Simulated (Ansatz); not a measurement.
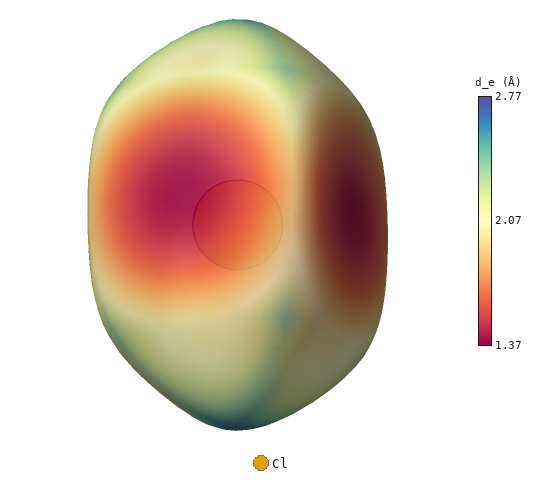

Hirshfeld surface computed for one Cl atom in LiCl6 in space group Pm-3m, coloured by d_e.

The surface is where the fragment's share of the procrystal density (the sum of the densities of spherically averaged neutral Hartree-Fock atoms) equals one half. d_i and d_e are the distances from the surface to the nearest nucleus inside and outside.

The cell is taken from coordinates from a relaxation with DFT PBE, scalar-relativistic, plane waves, PAW in Ansatz; the starting structure was generated, so it need not be a known form of this composition.

```yaml
crystal:
  lattice:
    - [5.45461, 0.00000, 0.00000]
    - [0.00000, 5.45461, 0.00000]
    - [0.00000, 0.00000, 5.45461]
  atoms:
    - { symbol: Li, position: [0.00000, 0.00000, 0.00000] }
    - { symbol: Cl, position: [0.50000, 0.00000, 0.00000] }
    - { symbol: Cl, position: [0.00000, 0.50000, 0.00000] }
    - { symbol: Cl, position: [0.00000, 0.00000, 0.50000] }
    - { symbol: Cl, position: [0.00000, 0.50000, 0.50000] }
    - { symbol: Cl, position: [0.50000, 0.00000, 0.50000] }
    - { symbol: Cl, position: [0.50000, 0.50000, 0.00000] }
```

**What is the shortest distance from the fragment to an atom outside it?**

Cl–Cl, 2.73 Å.

**How is the surface shared among contacts (nearest atom inside ··· nearest atom outside)?**

Cl···Cl 100 %. The surface faces 12 neighbours with more than 2 % of its area each: 12 Cl.

**Give the size and shape of the surface.**

It encloses about 22.4 Å³, has an area of about 41 Å² and a globularity of 0.95 (1 for a sphere).
